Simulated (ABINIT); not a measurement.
# A GW chain in ABINIT: CdSe (Cadmoselite), part 2 of 3

Wanted: ground state, empty states, screening and self-energy for CdSe (Cadmoselite).

ABINIT 10.8.3; PBE and many-body steps on it, plane waves. Known limits of the many-body steps: not at the basis limit; mesh may overstate the screening; no spin-orbit coupling; coarse k mesh.

So far. Step 2 (Ground state): The gap is direct, at Γ.

The database entry behind the starting cell differs from later determinations by our own check (inner coordinate of an old entry), so it need not match the best structure at ambient conditions.

### Step 3. Bands along the symmetry lines

Level of this step: DFT, PBE, plane waves, norm-conserving pseudopotentials (ABINIT).

Levels along a band path, at the cheap level, show where the edges lie and whether the meshes to come will hold them.

Input file run.abi:

```
acell 3*1.0 Angstrom
rprim 
  4.300000000016 -0.000000000004 0.000000000000
  -2.150000000005 3.723909236288 0.000000000000
  0.000000000000 0.000000000000 7.020000000000
ntypat 2
znucl 48 34
natom 4
typat 1 1 2 2
xred 
  0.333333333333 0.666666666667 0.000000000000
  0.666666666667 0.333333333333 0.500000000000
  0.333333333333 0.666666666667 0.385000000000
  0.666666666667 0.333333333333 0.885000000000
pp_dirpath "pseudos"
pseudos "Cd.upf, Se.upf"
ecut 48
iscf -2
irdden 1
kptopt 0
nkpt 75
kpt 
  0.00000000 0.00000000 0.00000000
  0.06250000 0.00000000 0.00000000
  0.12500000 0.00000000 0.00000000
  0.18750000 0.00000000 0.00000000
  0.25000000 0.00000000 0.00000000
  0.31250000 0.00000000 0.00000000
  0.37500000 0.00000000 0.00000000
  0.43750000 0.00000000 0.00000000
  0.50000000 0.00000000 0.00000000
  0.47916667 0.04166667 0.00000000
  0.45833333 0.08333333 0.00000000
  0.43750000 0.12500000 0.00000000
  0.41666666 0.16666666 0.00000000
  0.39583333 0.20833333 0.00000000
  0.37500000 0.25000000 0.00000000
  0.35416666 0.29166666 0.00000000
  0.33333333 0.33333333 0.00000000
  0.29166666 0.29166666 0.00000000
  0.25000000 0.25000000 0.00000000
  0.20833333 0.20833333 0.00000000
  0.16666666 0.16666666 0.00000000
  0.12500000 0.12500000 0.00000000
  0.08333333 0.08333333 0.00000000
  0.04166667 0.04166667 0.00000000
  0.00000000 0.00000000 0.00000000
  0.00000000 0.00000000 0.06250000
  0.00000000 0.00000000 0.12500000
  0.00000000 0.00000000 0.18750000
  0.00000000 0.00000000 0.25000000
  0.00000000 0.00000000 0.31250000
  0.00000000 0.00000000 0.37500000
  0.00000000 0.00000000 0.43750000
  0.00000000 0.00000000 0.50000000
  0.06250000 0.00000000 0.50000000
  0.12500000 0.00000000 0.50000000
  0.18750000 0.00000000 0.50000000
  0.25000000 0.00000000 0.50000000
  0.31250000 0.00000000 0.50000000
  0.37500000 0.00000000 0.50000000
  0.43750000 0.00000000 0.50000000
  0.50000000 0.00000000 0.50000000
  0.47916667 0.04166667 0.50000000
  0.45833333 0.08333333 0.50000000
  0.43750000 0.12500000 0.50000000
  0.41666666 0.16666666 0.50000000
  0.39583333 0.20833333 0.50000000
  0.37500000 0.25000000 0.50000000
  0.35416666 0.29166666 0.50000000
  0.33333333 0.33333333 0.50000000
  0.29166666 0.29166666 0.50000000
  0.25000000 0.25000000 0.50000000
  0.20833333 0.20833333 0.50000000
  0.16666666 0.16666666 0.50000000
  0.12500000 0.12500000 0.50000000
  0.08333333 0.08333333 0.50000000
  0.04166667 0.04166667 0.50000000
  0.00000000 0.00000000 0.50000000
  0.50000000 0.00000000 0.50000000
  0.50000000 0.00000000 0.43750000
  0.50000000 0.00000000 0.37500000
  0.50000000 0.00000000 0.31250000
  0.50000000 0.00000000 0.25000000
  0.50000000 0.00000000 0.18750000
  0.50000000 0.00000000 0.12500000
  0.50000000 0.00000000 0.06250000
  0.50000000 0.00000000 0.00000000
  0.33333333 0.33333333 0.50000000
  0.33333333 0.33333333 0.43750000
  0.33333333 0.33333333 0.37500000
  0.33333333 0.33333333 0.31250000
  0.33333333 0.33333333 0.25000000
  0.33333333 0.33333333 0.18750000
  0.33333333 0.33333333 0.12500000
  0.33333333 0.33333333 0.06250000
  0.33333333 0.33333333 0.00000000
istwfk *1
nband 51
nbdbuf 2
tolwfr 1e-08
nstep 40
prtwf 0
prtvol 0
indata_prefix "in"
outdata_prefix "out"
tmpdata_prefix "tmp"
```

On the command line:

```console
$ OMP_NUM_THREADS=1 mpirun -n 8 abinit run.abi > log
```

Numbers of over 12 decimals in the logs are rounded to 6 here.

The program printed:

```text
.Version 10.8.3 of ABINIT. v10.8.2 released Aug 2026.

 Symmetries : space group P6_3 m c (#186); Bravais hP (primitive hexag.)
[... echo of the input left out ...]
== DATASET  1 ==================================================================
-   mpi_nproc: 8, omp_nthreads: 1 (-1 if OMP is not activated)

--- !DatasetInfo
iteration_state: {dtset: 1, }
dimensions: {natom: 4, nkpt: 75, mband: 51, nsppol: 1, nspinor: 1, nspden: 1, mpw: 12089, }
cutoff_energies: {ecut:  48.0, pawecutdg:  -1.0, }
electrons: {nelect:   8.80000000E+01, charge:   0.00000000E+00, occopt:   1.00000000E+00, tsmear:   1.00000000E-02, }

 Real(R)+Recip(G) space primitive vectors, cartesian coordinates (Bohr,Bohr^-1):
 R(1)=  8.1258223  0.0000000  0.0000000  G(1)=  0.1230645  0.0710513  0.0000000
 R(2)= -4.0629112  7.0371686  0.0000000  G(2)=  0.0000000  0.1421026  0.0000000
 R(3)=  0.0000000  0.0000000 13.2658774  G(3)=  0.0000000  0.0000000  0.0753814
 Unit cell volume ucvol=  7.5857977E+02 bohr^3
 Angles (23,13,12)=  9.00000000E+01  9.00000000E+01  1.20000000E+02 degrees

 getcut: wavevector=  0.0000  0.0000  0.0000  ngfft=  54  54  90
         ecut(hartree)=     48.000   => boxcut(ratio)=   2.13128

--- Pseudopotential description ------------------------------------------------
- Cd Generated using ONCVPSP code by D. R. Hamann
- 48.00000  20.00000  171031                  znucl, zion, pspdat
12 -101130 2 -1 1368                          pspcod,pspxc,lmax,lloc,mmax
     nproj     2     2     2
  pspatm : epsatm=   19.67729986
         --- l  ekb(1:nproj) -->
             0   19.509009    1.513170
             1   10.238708    1.182974
             2    0.797507    0.093141
 pspatm: atomic psp has been read  and splines computed

- Se Generated using ONCVPSP code by D. R. Hamann
- 34.00000  24.00000  171031                  znucl, zion, pspdat
12 -101130 2 -1 1214                          pspcod,pspxc,lmax,lloc,mmax
     nproj     2     2     2
  pspatm : epsatm=   25.39064422
         --- l  ekb(1:nproj) -->
[...]
pspatm: atomic psp has been read  and splines computed

--------------------------------------------------------------------------------

================================================================================
 prteigrs : about to open file out_EIG
 Non-SCF case, kpt    1 (  0.00000  0.00000  0.00000), residuals and eigenvalues=
  3.24E-09  8.93E-09  6.58E-09  2.09E-09  1.74E-09  5.33E-09  4.84E-09  1.82E-09
  6.10E-09  8.95E-09  2.42E-09  2.15E-09  2.87E-09  7.93E-09  1.93E-09  2.85E-09
  4.20E-09  7.43E-09  3.71E-09  3.91E-09  3.28E-09  3.86E-09  4.84E-09  3.30E-09
[...]
-7.4295E+00 -7.4295E+00 -5.2052E+00 -5.2052E+00 -5.2052E+00 -5.2052E+00
 -5.2048E+00 -5.2048E+00 -3.5583E+00 -3.5583E+00 -2.1269E+00 -2.1269E+00
 -2.1268E+00 -2.1268E+00 -2.1268E+00 -2.1268E+00 -1.5364E+00 -1.5364E+00
[...]
Non-SCF case, kpt    3 (  0.12500  0.00000  0.00000), residuals and eigenvalues=
[...]
Non-SCF case, kpt   74 (  0.33333  0.33333  0.06250), residuals and eigenvalues=
[...]
Non-SCF case, kpt   75 (  0.33333  0.33333  0.00000), residuals and eigenvalues=
[...]
-8.3261E-02 -8.3261E-02  3.7557E-02  3.7557E-02  6.6234E-02  1.1308E-01
  1.1308E-01  1.1335E-01  3.4025E-01  3.5519E-01  3.5519E-01  4.3813E-01
[...]
--- !ResultsGS
iteration_state: {dtset: 1, }
comment   : Summary of ground state results
lattice_vectors:
- [  8.1258223,  -0.0000000,   0.0000000, ]
- [ -4.0629112,   7.0371686,   0.0000000, ]
- [  0.0000000,   0.0000000,  13.2658774, ]
lattice_lengths: [   8.12582,    8.12582,   13.26588, ]
lattice_angles: [ 90.000,  90.000, 120.000, ] # degrees, (23, 13, 12)
lattice_volume:   7.5857977E+02
convergence: {deltae:  0.000E+00, res2:  0.000E+00, residm:  9.998E-09, diffor:  0.000E+00, }
etotal    :  -1.02694108E+03
entropy   :   0.00000000E+00
fermie    :   1.78727554E-01
cartesian_stress_tensor: null
pressure_GPa: null
xred      :
- [  3.3333E-01,   6.6667E-01,   0.0000E+00, Cd]
- [  6.6667E-01,   3.3333E-01,   5.0000E-01, Cd]
- [  3.3333E-01,   6.6667E-01,   3.8500E-01, Se]
- [  6.6667E-01,   3.3333E-01,   8.8500E-01, Se]
cartesian_forces: null
force_length_stats: {min: null, max: null, mean: null, }

 Integrated electronic density in atomic spheres:
 ------------------------------------------------
 Atom  Sphere_radius  Integrated_density
[...]
================================================================================

 ----iterations are completed or convergence reached----

 Mean square residual over all n,k,spin=   46.888E-10; max=  99.980E-10
 reduced coordinates (array xred) for    4 atoms
[...]
cartesian coordinates (angstrom) at end:
    1      2e-12     2.482606     0.000000
    2      2.150000     1.241303     3.510000
    3      2e-12     2.482606     2.702700
    4      2.150000     1.241303     6.212700
 length scales=  1.889726125908  1.889726125908  1.889726125908 bohr
              =  1.000000000000  1.000000000000  1.000000000000 angstroms
 prteigrs : about to open file out_EIG
 Eigenvalues (hartree) for nkpt=  75  k points:
 kpt#   1, nband= 51, wtk=  1.00000, kpt=  0.0000  0.0000  0.0000 (reduced coord)
[...]
kpt#   2, nband= 51, wtk=  1.00000, kpt=  0.0625  0.0000  0.0000 (reduced coord)
[...]
kpt#   3, nband= 51, wtk=  1.00000, kpt=  0.1250  0.0000  0.0000 (reduced coord)
[...]
kpt#  74, nband= 51, wtk=  1.00000, kpt=  0.3333  0.3333  0.0625 (reduced coord)
[...]
0.43364    0.43875    0.46901
 kpt#  75, nband= 51, wtk=  1.00000, kpt=  0.3333  0.3333  0.0000 (reduced coord)
[...]
-0.10000   -0.10000   -0.09990   -0.09792   -0.08326   -0.08326    0.03756    0.03756
   0.06623    0.11308    0.11308    0.11335    0.34025    0.35519    0.35519    0.43813
   0.43813    0.43919    0.46381

== END DATASET(S) ==============================================================
================================================================================

 -outvars: echo values of variables after computation  --------
            nband          51
             nkpt          75
          spgroup         186
 [... the other variables as echoed above ...]

 Calculation completed.
```

The job ended after 2.8 min (8 MPI ranks of Intel Xeon Platinum 8488C (Sapphire Rapids), shared host; peak memory 1.5 GiB; 22 min of CPU time).

This step gave:

* gap: 0.7010 eV
* k of the valence top: 0, 0, 0
* k of the conduction bottom: 0, 0, 0
* least direct gap: 0.7010 eV

The gap is 0.701 eV, as in the run before at this level.

The electronic bands at the labelled points (eV, zero at the top of the highest filled band):

```csv
point,band 41,band 42,band 43,band 44,band 45,band 46,band 47,band 48
Γ,-0.72,-0.01,0.00,0.00,0.70,2.12,5.89,5.89
M,-2.56,-1.85,-1.24,-0.83,3.23,3.31,4.81,6.15
K,-3.06,-1.79,-1.79,-1.78,4.40,4.80,4.80,7.06
Γ,-0.72,-0.01,0.00,0.00,0.70,2.12,5.89,5.89
A,-0.37,-0.37,-0.37,-0.37,2.34,2.34,5.82,5.82
L,-1.38,-1.38,-1.29,-1.29,2.99,2.99,4.79,4.79
H,-2.48,-2.48,-1.05,-1.05,3.80,3.80,5.92,5.92
A,-0.37,-0.37,-0.37,-0.37,2.34,2.34,5.82,5.82
jump to L,-1.38,-1.38,-1.29,-1.29,2.99,2.99,4.79,4.79
M,-2.56,-1.85,-1.24,-0.83,3.23,3.31,4.81,6.15
jump to H,-2.48,-2.48,-1.05,-1.05,3.80,3.80,5.92,5.92
K,-3.06,-1.79,-1.79,-1.78,4.40,4.80,4.80,7.06
```

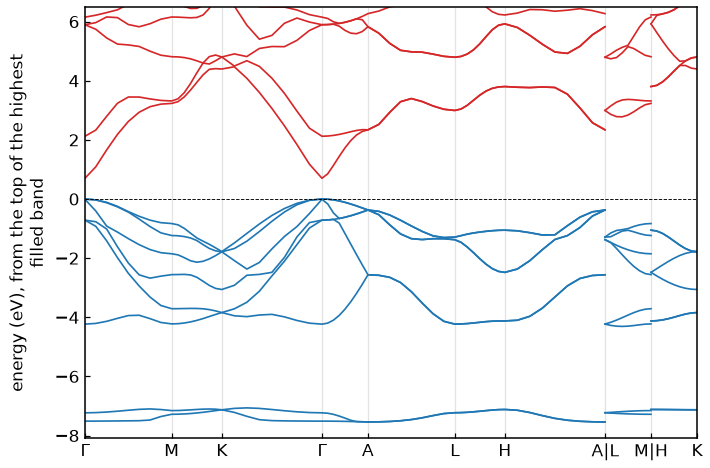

Electronic bands along the path; lines of filled and empty bands in two colours.

### Step 4. Empty states on the mesh, 3×3×2 mesh, 128 bands

The sums over transitions need many empty states on a uniform mesh; this step solves for them.

Input file run.abi:

```
acell 3*1.0 Angstrom
rprim 
  4.300000000016 -0.000000000004 0.000000000000
  -2.150000000005 3.723909236288 0.000000000000
  0.000000000000 0.000000000000 7.020000000000
ntypat 2
znucl 48 34
natom 4
typat 1 1 2 2
xred 
  0.333333333333 0.666666666667 0.000000000000
  0.666666666667 0.333333333333 0.500000000000
  0.333333333333 0.666666666667 0.385000000000
  0.666666666667 0.333333333333 0.885000000000
pp_dirpath "pseudos"
pseudos "Cd.upf, Se.upf"
ecut 48
ngkpt 3 3 2
nshiftk 1
shiftk 0 0 0
kptopt 1
chksymbreak 0
iscf -2
irdden 1
istwfk *1
nband 128
nbdbuf 10
tolwfr 1e-09
nstep 60
prtvol 0
indata_prefix "in"
outdata_prefix "out"
tmpdata_prefix "tmp"
```

The program printed:

```text
.Version 10.8.3 of ABINIT. v10.8.2 released Aug 2026.

 Symmetries : space group P6_3 m c (#186); Bravais hP (primitive hexag.)
[... echo of the input left out ...]
== DATASET  1 ==================================================================
-   mpi_nproc: 8, omp_nthreads: 1 (-1 if OMP is not activated)
-    --> not optimal distribution: autoparal keyword recommended in input file <--

--- !DatasetInfo
iteration_state: {dtset: 1, }
dimensions: {natom: 4, nkpt: 6, mband: 128, nsppol: 1, nspinor: 1, nspden: 1, mpw: 12066, }
cutoff_energies: {ecut:  48.0, pawecutdg:  -1.0, }
electrons: {nelect:   8.80000000E+01, charge:   0.00000000E+00, occopt:   1.00000000E+00, tsmear:   1.00000000E-02, }

 Real(R)+Recip(G) space primitive vectors, cartesian coordinates (Bohr,Bohr^-1):
 R(1)=  8.1258223  0.0000000  0.0000000  G(1)=  0.1230645  0.0710513  0.0000000
 R(2)= -4.0629112  7.0371686  0.0000000  G(2)=  0.0000000  0.1421026  0.0000000
 R(3)=  0.0000000  0.0000000 13.2658774  G(3)=  0.0000000  0.0000000  0.0753814
 Unit cell volume ucvol=  7.5857977E+02 bohr^3
 Angles (23,13,12)=  9.00000000E+01  9.00000000E+01  1.20000000E+02 degrees

 getcut: wavevector=  0.0000  0.0000  0.0000  ngfft=  54  54  90
         ecut(hartree)=     48.000   => boxcut(ratio)=   2.13128

--- Pseudopotential description ------------------------------------------------
- Cd Generated using ONCVPSP code by D. R. Hamann
- 48.00000  20.00000  171031                  znucl, zion, pspdat
12 -101130 2 -1 1368                          pspcod,pspxc,lmax,lloc,mmax
     nproj     2     2     2
  pspatm : epsatm=   19.67729986
         --- l  ekb(1:nproj) -->
             0   19.509009    1.513170
             1   10.238708    1.182974
             2    0.797507    0.093141
 pspatm: atomic psp has been read  and splines computed

- Se Generated using ONCVPSP code by D. R. Hamann
- 34.00000  24.00000  171031                  znucl, zion, pspdat
12 -101130 2 -1 1214                          pspcod,pspxc,lmax,lloc,mmax
     nproj     2     2     2
  pspatm : epsatm=   25.39064422
         --- l  ekb(1:nproj) -->
[...]
pspatm: atomic psp has been read  and splines computed

--------------------------------------------------------------------------------

================================================================================
 prteigrs : about to open file out_EIG
 Non-SCF case, kpt    1 (  0.00000  0.00000  0.00000), residuals and eigenvalues=
  4.49E-10  5.20E-10  8.08E-10  7.58E-10  8.35E-10  1.64E-10  1.77E-10  1.87E-10
  4.10E-10  3.88E-10  4.37E-10  6.62E-10  7.82E-10  4.15E-10  6.07E-10  3.89E-10
  9.77E-11  8.96E-10  6.10E-10  6.36E-10  8.60E-10  5.48E-10  2.97E-10  5.73E-10
[...]
-7.4295E+00 -7.4295E+00 -5.2052E+00 -5.2052E+00 -5.2052E+00 -5.2052E+00
 -5.2048E+00 -5.2048E+00 -3.5583E+00 -3.5583E+00 -2.1269E+00 -2.1269E+00
 -2.1268E+00 -2.1268E+00 -2.1268E+00 -2.1268E+00 -1.5364E+00 -1.5364E+00
[...]
1.5556E+00  1.5556E+00  1.5899E+00  1.5899E+00  1.6008E+00  1.6169E+00
  1.6169E+00  1.6258E+00  1.6401E+00  1.6401E+00  1.6721E+00  1.7261E+00
  1.7261E+00  1.7378E+00
 prteigrs : prtvol=0 or 1, do not print more k-points.

--- !ResultsGS
iteration_state: {dtset: 1, }
comment   : Summary of ground state results
lattice_vectors:
- [  8.1258223,  -0.0000000,   0.0000000, ]
- [ -4.0629112,   7.0371686,   0.0000000, ]
- [  0.0000000,   0.0000000,  13.2658774, ]
lattice_lengths: [   8.12582,    8.12582,   13.26588, ]
lattice_angles: [ 90.000,  90.000, 120.000, ] # degrees, (23, 13, 12)
lattice_volume:   7.5857977E+02
convergence: {deltae:  0.000E+00, res2:  0.000E+00, residm:  9.989E-10, diffor:  0.000E+00, }
etotal    :  -1.02694108E+03
entropy   :   0.00000000E+00
fermie    :   1.78727554E-01
cartesian_stress_tensor: null
pressure_GPa: null
xred      :
- [  3.3333E-01,   6.6667E-01,   0.0000E+00, Cd]
- [  6.6667E-01,   3.3333E-01,   5.0000E-01, Cd]
- [  3.3333E-01,   6.6667E-01,   3.8500E-01, Se]
- [  6.6667E-01,   3.3333E-01,   8.8500E-01, Se]
cartesian_forces: null
force_length_stats: {min: null, max: null, mean: null, }

 Integrated electronic density in atomic spheres:
 ------------------------------------------------
 Atom  Sphere_radius  Integrated_density
[...]
================================================================================

 ----iterations are completed or convergence reached----

 Mean square residual over all n,k,spin=   47.478E-11; max=  99.891E-11
 reduced coordinates (array xred) for    4 atoms
[...]
0.333333333333      0.666666666667      0.385000000000
       0.666666666667      0.333333333333      0.885000000000

 cartesian coordinates (angstrom) at end:
    1      2e-12     2.482606     0.000000
    2      2.150000     1.241303     3.510000
    3      2e-12     2.482606     2.702700
    4      2.150000     1.241303     6.212700
 length scales=  1.889726125908  1.889726125908  1.889726125908 bohr
              =  1.000000000000  1.000000000000  1.000000000000 angstroms
 prteigrs : about to open file out_EIG
 Eigenvalues (hartree) for nkpt=   6  k points:
 kpt#   1, nband=128, wtk=  0.05556, kpt=  0.0000  0.0000  0.0000 (reduced coord)
[...]
1.53180    1.53180    1.55561    1.55561    1.58988    1.58988    1.60080    1.61686
   1.61686    1.62583    1.64011    1.64011    1.67214    1.72607    1.72612    1.73784
 prteigrs : prtvol=0 or 1, do not print more k-points.

== END DATASET(S) ==============================================================
================================================================================

 -outvars: echo values of variables after computation  --------
            nband         128
             nkpt           6
          spgroup         186
 [... the other variables as echoed above ...]

 Calculation completed.
```

It took 71 s on 8 MPI ranks; peak memory 0.99 GiB.

This step gave:

```
gap                                                           : 0.7010 eV
k of the valence top                                          : 0, 0, 0
k of the conduction bottom                                    : 0, 0, 0
least direct gap                                              : 0.7010 eV
k points computed                                             : 6
lowest point of the top converged band, above the valence top : 38.40 eV
```

On this mesh the gap is 0.701 eV.

(Continued in part 3 of 3.)

[Paths, hosts, dates, memory and timing lines, banners, echoed tables and standing remarks are left out of the program output.]

[Logs are printed without paths, hosts, clocks, repeated set-up lines and the standing remarks that a program may print on its own settings, such as how far it seeks lower states.]

[Runs of the session that timed out or met a known fault of the program may be left out.]

[Hosts, paths, dates, database ids (printed as entryN), source tags and the programs' standing remarks are cut or masked in the printed files.]

[G0W0 gaps are taken among the corrected bands and points alone; a level outside them can change the order at an edge.]

[Where Ansatz stands beside ABINIT at settings called matched, ABINIT's density can come from a denser mesh and the files from another edition; pairs whose starting gaps differed by over 0.03 eV were left out, so agreement reads better than it is.]
